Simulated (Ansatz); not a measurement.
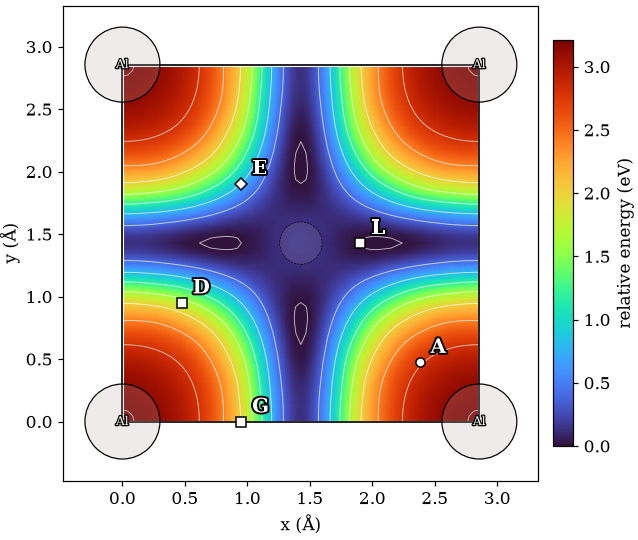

O on an Al(100) slab cut from the Fm-3m phase, its upper half relaxed before the scan (3 atoms of substrate and one adsorbate in a 1 × 1 cell). O is moved over the surface cell; relaxed at each place: the height of the adsorbate's atoms; substrate rigid; the origin of the map has the adsorbate above Al3. Places are given modulo a cell vector. The map is drawn in real space over the plane of the surface. Grid: 6 × 6 points; 10 points were computed and 26 follow by symmetry. All energies are given in eV relative to the lowest grid point. With one adsorbate in each 1 × 1 cell, its nearest image is 2.9 Å away, so neighbouring adsorbates interact. Level of theory: DFT PBE, scalar-relativistic, plane waves, PAW in Ansatz. Settings: cutoff 420 eV, k-mesh 9×9×1, gaussian smearing 0.1 eV, no spin polarisation.

The picture shows a smooth colour map with a few white contour lines, labelled circles for the atoms of the top layer and small ones for the second layer, the outline of one cell of the plane, lettered points. Between grid points the surface is interpolated.

Q: Is E the lowest point of the computed grid?

A: No. E lies 0.79 eV above the lowest grid point, which is at (2/6, 3/6) of the cell vectors [nearest 2 Al at 1.84 Å].

Q: Rank the lettered points by energy, lowest first.

A: L (0.00 eV), E (0.79 eV), D (1.72 eV), G (1.98 eV), A (2.77 eV).

Q: What kind of point is each of E, L: minimum, saddle, maximum or slope?

A: E: on a slope; L: minimum. (In these two coordinates alone; a stationary point may lie a little off the grid point.)

PAW datasets: the set soft_1.
